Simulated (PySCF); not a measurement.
Al(H)(F)(Vi), C2H4AlF, SMILES [CH](=C)[AlH][F] at its PBE0/def2-SVP optimised geometry (Å):

```
8

Al     0.2727    -1.1498     0.0000
H      1.8537    -1.1498     0.0000
F     -0.4983    -2.6286    -0.0014
C     -0.7559     0.4853     0.0000
C     -0.1039     1.6599    -0.0085
H     -1.8537     0.5186     0.0054
H     -0.6208     2.6286    -0.0101
H      0.9930     1.7178    -0.0141
```

Method: PBE0/def2-TZVP (PySCF). Cells within 0.4 Å of a nucleus heavier than hydrogen are left out (blank, or x).

Map of the electron localisation function on the plane z = 0.0 Å:

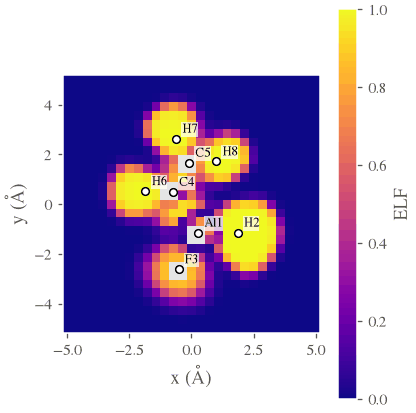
*Electron localisation function on the plane z = 0.0 Å.*
